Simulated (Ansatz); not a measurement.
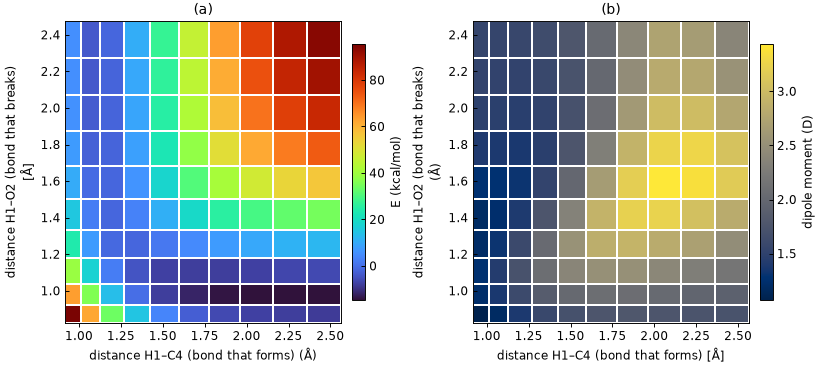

The reacting system CH₇OSi (fragments H₄OSi + CH₃ where the first distance is long, CH₄ + H₃OSi where the second is long), spin multiplicity 2. First axis: distance H1–C4 (bond that forms). Second axis: distance H1–O2 (bond that breaks). Relaxed at each point: all other coordinates. Grid: 10 × 10 points. Points are written as (first, second). Energies are in kcal/mol, from a guessed transition structure relaxed with its forming and breaking bonds held. In part of the range the unrestricted reference is strongly spin-contaminated. Computed with UKS PBE0-D4/def2-SVP (Ansatz 0.2.0).

Panel (a) is the energy and panel (b) the computed dipole moment on the same grid.

In the figure: one coloured cell a grid point.

**How does the dipole moment vary over the map, and what is it at the lowest grid point?**

Leaving out the highest fifth of the energies, it runs from 1.19 D at (0.963 Å, 1.417 Å) to 3.44 D at (2.059 Å, 1.592 Å). At the lowest grid point, (2.258 Å, 0.969 Å), it is 1.97 D.
